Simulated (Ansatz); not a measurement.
**CH4ClGa (SMILES [CH3][GaH][Cl]) at 6 levels**

Aim: a comparison of 6 runs (HF/STO-3G, HF/3-21G, HF/def2-TZVP, B3LYP/6-31G*, PBE0/def2-SVP, PBE0/pcseg-2) of CH4ClGa. 

The results are computed with Ansatz 0.2.0.

3 further runs of the same task are left out: 2 that didn't finish, 1 set aside as unsound or not needed.

### 1 Starting point

CH4ClGa has 7 atoms, charge 0, and is taken as a singlet. SMILES: `[CH3][GaH][Cl]`. The coordinates come from a PBE0-D4/def2-TZVP relaxation.

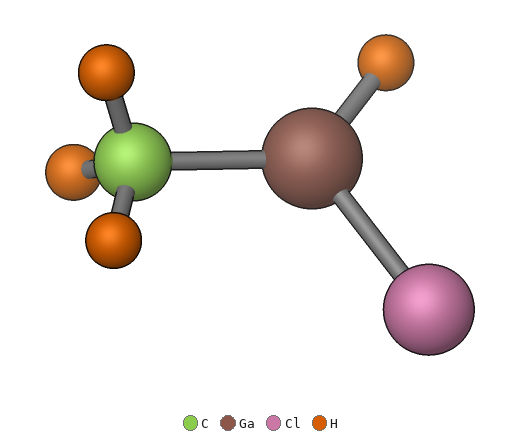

Viewed from a chosen angle; carbon green, gallium brown, chlorine pink, hydrogen orange.

### 2 Energy and forces at HF/STO-3G (run 1)

Contents of job.yaml:

```yaml
crystal:
  periodic: [false, false, false]
  atoms:
    - {symbol: C, position_ang: [-0.730500, 0.588300, -0.200700]}
    - {symbol: Ga, position_ang: [0.846300, -0.538100, 0.035700]}
    - {symbol: Cl, position_ang: [0.865000, -1.794800, 1.792800]}
    - {symbol: H, position_ang: [-0.435900, 1.637200, -0.283800]}
    - {symbol: H, position_ang: [-1.418300, 0.473600, 0.636300]}
    - {symbol: H, position_ang: [-1.245900, 0.318700, -1.126000]}
    - {symbol: H, position_ang: [2.119300, -0.684800, -0.854300]}
basis:
  gaussian:
    orbitals: STO-3G
hamiltonian:
  xc: hf
accuracy: high
output: {forces: true, orbitals: {seedname: orbitals}}
```

Launch:

```
$ ansatz run job.yaml --threads 1 --pin off --max-ram 2610MiB --events-out events.jsonl --progress --plain --runs-dir runs
```

Output:

```text
Warning: RAYON_NUM_THREADS=1 ignored (pool sized by the plan → 1); use --threads N
Functional definition: HF
  name "HF"
  exchange = exact_x
  correlation = 0
600 factors; integrals over basis functions are off by at most 1.1e-8 eV
mean field evaluation 1: about -65177.1072 eV, gradient 1.3e1 eV
mean field evaluation 2: about -65177.1770 eV, gradient 1.3e1 eV
mean field evaluation 4: about -65178.3384 eV, gradient 8.9e-1 eV
mean field evaluation 8: about -65178.3462 eV, gradient 3.2e-3 eV
mean field -65178.34562488 eV, -2395.2600222450 hartree, gradient 4.7e-8 eV, S^2 0.000000; 0 other end points of the search recorded, 0 dependent functions left out
the calculation of the forces begins
reference -65178.34562488 eV, -2395.2600222450 hartree; 29, 29 occupied and 7, 7 virtual orbitals, 600 factors
Total energy: -65178.34562488 eV, -2395.2600222450 hartree
Atom 0 at    -0.730500     0.588300    -0.200700 Å, force     1.737571    -1.332962     0.362867 eV/Å
Atom 1 at     0.846300    -0.538100     0.035700 Å, force     0.690505     0.270934    -0.984411 eV/Å
Atom 2 at     0.865000    -1.794800     1.792800 Å, force    -0.019061     0.948891    -1.323577 eV/Å
Atom 3 at    -0.435900     1.637200    -0.283800 Å, force    -0.238800    -0.405505     0.081892 eV/Å
Atom 4 at    -1.418300     0.473600     0.636300 Å, force     0.066240     0.227077    -0.405424 eV/Å
Atom 5 at    -1.245900     0.318700    -1.126000 Å, force     0.108345     0.157762     0.437229 eV/Å
Atom 6 at     2.119300    -0.684800    -0.854300 Å, force    -2.344800     0.133803     1.831424 eV/Å
Dipole moment:    -0.050047     0.363751    -0.471925 e Å
```

It took 0.77 s on 1 thread of Arm Neoverse V2, shared host.

### 3 Energy and gradient at HF/3-21G (run 2)

Edit job.yaml of step 2 so:

```diff
@@ -11,6 +11,5 @@
 basis:
-  gaussian:
-    orbitals: STO-3G
-hamiltonian:
-  xc: hf
+  gaussian: {orbitals: 3-21G-spherical.json}
+magnetization: {spin_polarized: false, initial_magnetization: 0}
+hamiltonian: {xc: hf}
 accuracy: high
```

The basis set 3-21G is read from a file made from the Basis Set Exchange's data (not shown).

Launch:

```
$ ansatz run job.yaml --threads 1 --pin off --max-ram 2610MiB --events-out events.jsonl --progress --plain --runs-dir runs
```

Output, cut to the lines that bear on the results:

```text
Warning: RAYON_NUM_THREADS=1 ignored (pool sized by the plan → 1); use --threads N
[... 2 set-up lines as earlier in the session ...]
[...]
1028 factors; integrals over basis functions are off by at most 6.8e-9 eV
[...]
mean field -65611.60384907 eV, -2411.1819683110 hartree, gradient 2.4e-8 eV, S^2 0.000000; 0 other end points of the search recorded, 0 dependent functions left out
[...]
reference -65611.60384907 eV, -2411.1819683110 hartree; 29, 29 occupied and 23, 23 virtual orbitals, 1028 factors
Total energy: -65611.60384907 eV, -2411.1819683110 hartree
Atom 0 at    -0.730500     0.588300    -0.200700 Å, force     0.031090     0.034956    -0.095801 eV/Å
Atom 1 at     0.846300    -0.538100     0.035700 Å, force    -0.056601     0.796736    -1.064082 eV/Å
Atom 2 at     0.865000    -1.794800     1.792800 Å, force     0.022286    -0.878143     1.217949 eV/Å
Atom 3 at    -0.435900     1.637200    -0.283800 Å, force    -0.171121    -0.194570     0.044215 eV/Å
Atom 4 at    -1.418300     0.473600     0.636300 Å, force     0.089921     0.106796    -0.246164 eV/Å
Atom 5 at    -1.245900     0.318700    -1.126000 Å, force     0.010695     0.113770     0.236337 eV/Å
Atom 6 at     2.119300    -0.684800    -0.854300 Å, force     0.073729     0.020454    -0.092454 eV/Å
Dipole moment:    -0.126044     0.486338    -0.578909 e Å
```

Wall time 1 s (1 thread of Arm Neoverse V2, shared host).

Runs 3 to 5 aren't shown in full; the table further down has their settings and results.

### 4 Energy and forces at PBE0/pcseg-2 (run 6)

Contents of input.yaml:

```yaml
crystal:
  periodic: [false, false, false]
  atoms:
    - symbol: C
      position_ang: [-0.730500, 0.588300, -0.200700]
    - symbol: Ga
      position_ang: [0.846300, -0.538100, 0.035700]
    - symbol: Cl
      position_ang: [0.865000, -1.794800, 1.792800]
    - symbol: H
      position_ang: [-0.435900, 1.637200, -0.283800]
    - symbol: H
      position_ang: [-1.418300, 0.473600, 0.636300]
    - symbol: H
      position_ang: [-1.245900, 0.318700, -1.126000]
    - symbol: H
      position_ang: [2.119300, -0.684800, -0.854300]
basis:
  gaussian:
    orbitals: pcseg-2
hamiltonian:
  xc: {name: PBE0}
accuracy: high
output: {forces: true, orbitals: {seedname: orbitals}}
```

Launch:

```
$ ansatz run input.yaml --threads 1 --pin off --max-ram 2610MiB --events-out events.jsonl --progress --plain --runs-dir runs
```

Output, cut to the lines that bear on the results:

```text
Warning: RAYON_NUM_THREADS=1 ignored (pool sized by the plan → 1); use --threads N
Functional definition: PBE0
  name "PBE0"
[...]
2787 factors; integrals over basis functions are off by at most 2.1e-8 eV
[...]
mean field -65994.11706960 eV, -2425.2390698888 hartree, gradient 1.1e-8 eV, S^2 0.000000; 0 other end points of the search recorded, 0 dependent functions left out
[...]
reference -65994.11707290 eV, -2425.2390700098 hartree; 29, 29 occupied and 134, 134 virtual orbitals, 2787 factors
Total energy: -65994.11707290 eV, -2425.2390700098 hartree
Atom 0 at    -0.730500     0.588300    -0.200700 Å, force    -0.010361     0.006482     0.000756 eV/Å
Atom 1 at     0.846300    -0.538100     0.035700 Å, force     0.031354     0.003115    -0.031437 eV/Å
Atom 2 at     0.865000    -1.794800     1.792800 Å, force     0.002721     0.001466    -0.004633 eV/Å
Atom 3 at    -0.435900     1.637200    -0.283800 Å, force    -0.004587    -0.026420     0.001453 eV/Å
Atom 4 at    -1.418300     0.473600     0.636300 Å, force     0.012495     0.005495    -0.020306 eV/Å
Atom 5 at    -1.245900     0.318700    -1.126000 Å, force     0.013976     0.005217     0.021173 eV/Å
Atom 6 at     2.119300    -0.684800    -0.854300 Å, force    -0.045597     0.004645     0.032994 eV/Å
Dipole moment:    -0.136941     0.360719    -0.391976 e Å
```

Run time: 31 s. Hardware: 1 thread of Arm Neoverse V2, shared host; peak memory 0.66 GiB.

### 5 The series

```csv
run,level,energy (Eh),dipole moment (D),HOMO energy (eV),LUMO energy (eV),wall time
1,HF/STO-3G,-2395.260022,2.87,-8.24,4.32,0.77 s
2,HF/3-21G,-2411.181968,3.68,-11.16,1.30,1 s
3,HF/def2-TZVP,-2423.031993,2.69,-11.15,1.46,9.9 s
4,B3LYP/6-31G* (spherical functions),-2425.383951,2.73,-7.78,-1.58,7.5 s
5,PBE0/def2-SVP,-2424.743589,2.46,-8.00,-1.24,8.7 s
6,PBE0/pcseg-2,-2425.239070,2.64,-8.15,-1.39,31 s
```

### 6 Summary of results

```
                       quantity           value
            run 6: total energy  -2425.23907 Eh
           run 6: dipole moment          2.64 D
             run 6: HOMO energy        -8.15 eV
             run 6: LUMO energy        -1.39 eV
           run 6: HOMO–LUMO gap         6.76 eV
run 6: largest force on an atom      0.056 eV/Å
```

In words: The dipole moment (its size) runs from 2.46 D (PBE0/def2-SVP) to 3.68 D (HF/3-21G). The two ends differ in method and basis. The HOMO–LUMO gap runs from 6.20 eV (B3LYP/6-31G*) to 12.62 eV (HF/def2-TZVP). Totals of different functionals can't be ranked against each other. In run 1 the basis is minimal, so the values are rough. All runs together took 59 s, the longest 31 s.
